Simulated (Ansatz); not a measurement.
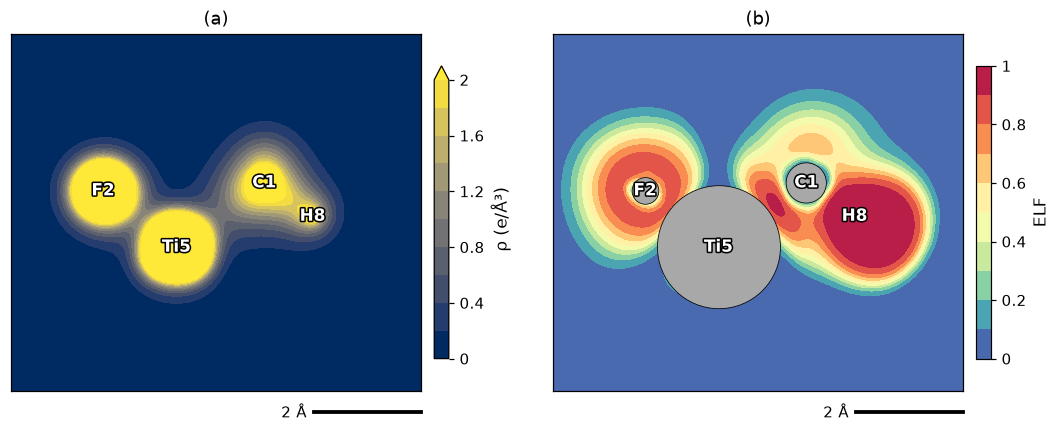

The picture shows: CH$_{3}$F$_{3}$Ti (SMILES [CH3][Ti]([F])([F])[F]). (a) electron density; (b) ELF on the plane of atoms C1, Ti5 and F2. Grey discs cover the atomic cores in the ELF map.

Geometry: PBE0-D4/def2-SVP.

Computed with isolated molecule in a Gaussian basis; Kohn-Sham density functional theory, functional PBE0 in Ansatz 0.2.0.

```xyz
8

C    -0.9143   -0.0580    0.5112
F     1.8713   -1.1766    0.2241
F     0.4961   -0.2782   -2.1452
F     1.4649    1.6421   -0.2255
Ti    0.8555    0.0392   -0.4793
H    -1.3478   -1.0622    0.3738
H    -0.7368    0.1315    1.5826
H    -1.5967    0.7052    0.1025
```

Q: What do the fields say about this system?

A: The plane passes through C, F, Ti and H nuclei. Ti–F (1.73 Å): ρ is about 1.1 e/Å³ halfway; the ELF peaks at about 0.85 in the valence shell of F, 0.5 Å from its nucleus, and drops to about 0.25 between the two atoms. C–Ti (2.03 Å): ρ is about 0.85 e/Å³ halfway; the ELF peaks at about 0.95 in the valence shell of C, 0.7 Å from its nucleus, and is about 0.60 at the midpoint. C–H (1.10 Å): ρ is about 1.9 e/Å³ halfway; the ELF climbs to about 1 towards the hydrogen, as it does in any bond to H: a covalent bond by its length.
